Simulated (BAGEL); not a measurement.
**BF (SMILES [B]F): NEVPT2(10,8)/def2-TZVPPD (density fitting with cc-pvqz-jkfit)**

Aim: the energy change on altering one bond length of BF at NEVPT2(10,8)/def2-TZVPPD (density fitting with cc-pvqz-jkfit), from 2 runs. 

The calculation is run with BAGEL 1.2.2.

### 1 The structure to begin with

BF has 2 atoms, charge 0, and is taken as a singlet. SMILES: `[B]F`. The coordinates come from a PBE0-D4/def2-TZVP relaxation.

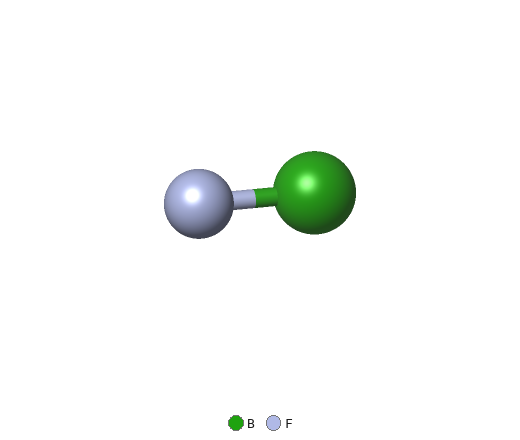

The structure, seen from a chosen angle (boron green, fluorine light blue).

### 2 The energy at NEVPT2(10,8)/def2-TZVPPD (density fitting with cc-pvqz-jkfit)

Contents of nevpt2.json:

```json
{ "bagel" : [

{
  "title" : "molecule",
  "basis" : "def2-tzvppd.json",
  "df_basis" : "cc-pvqz-jkfit",
  "angstrom" : true,
  "geometry" : [
    { "atom" : "B", "xyz" : [       0.000000,       0.000000,      -0.009350 ] },
    { "atom" : "F", "xyz" : [       0.000000,       0.000000,       1.253740 ] }
  ]
},

{
  "title" : "hf"
},

{
  "title" : "nevpt2",
  "nstate" : 1,
  "nact" : 8,
  "nclosed" : 2,
  "maxiter" : 200,
  "natocc" : true,
  "ncore" : 2
},

{
  "title" : "print",
  "file" : "orbitals.molden",
  "orbitals" : true
}

]}
```

The basis set def2-TZVPPD is read from a file made from the Basis Set Exchange's data (not shown).

The run is started by

```console
BAGEL_NUM_THREADS=1 BAGEL nevpt2.json > nevpt2.out
```

The log of the run:

```text
* using 1 threads per process

  ===============================================================
  ===============================================================

  *** Geometry ***

  { "atom" : "B", "xyz" : [      0.000000,      0.000000,     -0.017669 ] },
  { "atom" : "F", "xyz" : [      0.000000,      0.000000,      2.369225 ] },

  Number of auxiliary basis functions:      212

  Since a DF basis is specified, we compute 2- and 3-index integrals:
    o Being stored without compression. Storage requirement is 0.010 GB

  Number of basis functions:       77
  Number of electrons      :       14

    * METHOD: MOLECULE                             0.04

  *** RHF ***

  === Nuclear Repulsion ===
    18.8529514763

      * DIIS with orbital gradients will be used.

[... 6 lines left out ...]
    * SCF iteration converged.
[... 1 line left out ...]
    * Permanent dipole moment:
[... 23 lines left out ...]
    * Second-order optimization converged. *

     guess   0:   closed 11111...             open ........

  === FCI iteration ===

      0  0      -124.16006644     1.15e-02      0.00
      1  0      -124.26201775     3.09e-03      0.00
      2  0      -124.26714522     6.94e-04      0.00
[... 10 lines of this table left out ...]
     13  0 *    -124.26744332     3.30e-11      0.00

     * ci vector, state   0, <S^2> = -0.0000
       22222...     0.9857834454
       2222.2..    -0.0598459028
       222.2.2.    -0.0598459028
       22.22..2    -0.0545908716

  === DF-NEVPT2 calculation ===

    * 3-index integral transformation done
    * assembly done

      NEVPT2 correlation energy:   -0.1791114617      0.04

          (+0)      0.0000000000
          (+0)'     0.0000000000
          (+1)      0.0000000000
          (+1)'     0.0000000000
          (+2)      0.0000000000
          (-1)      0.0000000000
          (-1)'    -0.0533514387
          (-2)     -0.1257600229

      NEVPT2 total energy:       -124.4465547861

    * METHOD: NEVPT2                               8.78

    * METHOD: PRINT                                0.01

  ===============================================================
```

Run time: 9.3 s. Hardware: 1 thread of Arm Neoverse V2, shared host; peak memory 0.52 GiB.

### 3 The distorted shape, same level

Contents of nevpt2.json:

```json
{ "bagel": [

{
  "title": "molecule",
  "basis": "def2-tzvppd.json",
  "df_basis": "cc-pvqz-jkfit",
  "angstrom": true,
  "geometry": [
    { "atom": "B", "xyz": [       0.000000,       0.000000,      -0.198860 ] },
    { "atom": "F", "xyz": [       0.000000,       0.000000,       1.253740 ] }
  ]
},

{
  "title": "hf"
},

{
  "title": "nevpt2",
  "nstate": 1,
  "nact": 8,
  "nclosed": 2,
  "maxiter": 200,
  "natocc": true,
  "ncore": 2
},

{
  "title": "print",
  "file": "orbitals.molden",
  "orbitals": true
}

]}
```

The basis set def2-TZVPPD is read from a file made from the Basis Set Exchange's data (not shown).

The run is started by

```console
BAGEL_NUM_THREADS=1 BAGEL nevpt2.json > nevpt2.out
```

The log of the run:

```text
* using 1 threads per process

  ===============================================================
  ===============================================================

  *** Geometry ***

  { "atom" : "B", "xyz" : [      0.000000,      0.000000,     -0.375791 ] },
  { "atom" : "F", "xyz" : [      0.000000,      0.000000,      2.369225 ] },

  Number of auxiliary basis functions:      212

  Since a DF basis is specified, we compute 2- and 3-index integrals:
    o Being stored without compression. Storage requirement is 0.010 GB

  Number of basis functions:       77
  Number of electrons      :       14

    * METHOD: MOLECULE                             0.04

  *** RHF ***

  === Nuclear Repulsion ===
    16.3933460555

      * DIIS with orbital gradients will be used.

[... 6 lines left out ...]
    * SCF iteration converged.
[... 1 line left out ...]
    * Permanent dipole moment:
[... 23 lines left out ...]
    * Second-order optimization converged. *

     guess   0:   closed 11111...             open ........

  === FCI iteration ===

      0  0      -124.13156685     1.14e-02      0.00
      1  0      -124.23899282     3.29e-03      0.00
      2  0      -124.24525585     8.40e-04      0.00
[... 10 lines of this table left out ...]
     13  0 *    -124.24572852     4.08e-11      0.00

     * ci vector, state   0, <S^2> = -0.0000
       22222...     0.9835243419
       2222.2..    -0.0677392044
       222.2.2.    -0.0604419957
       22.22..2    -0.0604419957

  === DF-NEVPT2 calculation ===

    * 3-index integral transformation done
    * assembly done

      NEVPT2 correlation energy:   -0.1804410164      0.04

          (+0)      0.0000000000
          (+0)'     0.0000000000
          (+1)      0.0000000000
          (+1)'     0.0000000000
          (+2)      0.0000000000
          (-1)      0.0000000000
          (-1)'    -0.0550905003
          (-2)     -0.1253505161

      NEVPT2 total energy:       -124.4261695414

    * METHOD: NEVPT2                               8.38

    * METHOD: PRINT                                0.01

  ===============================================================
```

Run time: 8.7 s. Hardware: 1 thread of Arm Neoverse V2, shared host; peak memory 0.52 GiB.

### 4 What came out

Level: NEVPT2(10,8)/def2-TZVPPD (density fitting with cc-pvqz-jkfit), 2 core orbitals frozen.

| quantity | value |
| --- | --- |
| first shape: total energy | -124.44655 Eh |
| distorted shape: total energy | -124.42617 Eh |
| energy change with the B1–F2 bond stretched from 1.263 to 1.453 Å | 0.555 eV |

In words: With the B1–F2 bond stretched from 1.263 to 1.453 Å the energy rises by 0.55 eV (12.8 kcal/mol). The first shape isn't relaxed at this level, so the change isn't measured from a minimum.
